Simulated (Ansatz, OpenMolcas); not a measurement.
CH4ClGeO (SMILES [CH3][Ge]([OH])[Cl]): the energy, rung by rung

The species is CH4ClGeO (8 atoms), meant as a doublet with charge 0. As SMILES, `[CH3][Ge]([OH])[Cl]`. The coordinates come from a PBE0-D4/def2-TZVP relaxation. This is one conformer, not always the lowest.

```xyz
8

C     0.0700    1.2351   -0.0459
Ge   -0.6615   -0.5535    0.2727
O     0.7146   -1.5046    0.8800
Cl   -1.2471   -1.4321   -1.6394
H     0.4195    1.6524    0.8981
H     0.9069    1.1226   -0.7376
H    -0.6948    1.8762   -0.4809
H     0.5846   -2.4532    0.7971
```

Quantity: the energy change with the Ge2–O3 bond stretched from 1.780 to 2.313 Å, in eV. The values are calculated.

| level | kind | program | value (eV) | less CCSD(T)/6-31G* | CPU time (all runs) |
| --- | --- | --- | --- | --- | --- |
| U-r2SCAN/6-31G* (spherical functions) | meta-GGA | Ansatz | 1.40 | -0.10 | 68 s |
| UB3LYP/6-31G* (spherical functions) | global hybrid | OpenMolcas | 1.30 | -0.20 | 2 min |
| UB3LYP/6-31G* (Cartesian functions) | global hybrid | Ansatz | 1.30 | -0.20 | 37 s |
| U-wB97M-V/6-31G* (spherical functions) | range-separated hybrid | Ansatz | 1.56 | +0.06 | 5.3 min |
| UHSE06/6-31G* (spherical functions) | range-separated hybrid | Ansatz | 1.47 | -0.03 | 37 s |
| RPA@PBE0/6-31G* (spherical functions) | RPA | Ansatz | 1.40 | -0.10 | 57 s |
| UCCSD(T)/6-31G* (spherical functions) | coupled cluster or CI | Ansatz | 1.50 | 0.00 | 3.1 min |
| UCCSD/6-31G* (spherical functions) | coupled cluster or CI | Ansatz | 1.55 | +0.05 | 2.3 min |

Differences are taken from UCCSD(T)/6-31G* (spherical functions) for orientation; it has basis-set and higher-order errors of its own. All-electron rows without a relativistic Hamiltonian named are non-relativistic. The first shape isn't each level's own minimum. The values span 1.30 to 1.56 eV. Spin contamination of the reference (⟨S²⟩ at least 0.1 too high) touches UCCSD(T)/6-31G*, UCCSD/6-31G* (up to 0.20 too high). In the correlated wave-function rows the outer d shell of Ge is correlated, in sets not made for it. CPU times are rough (shared hosts, several kinds of processor and program).

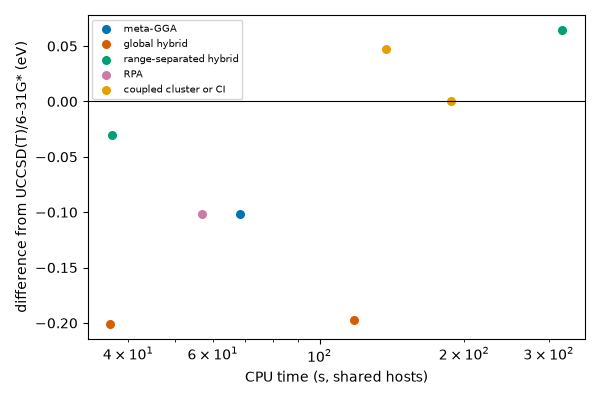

Difference from UCCSD(T)/6-31G* against processor time, one point a level.
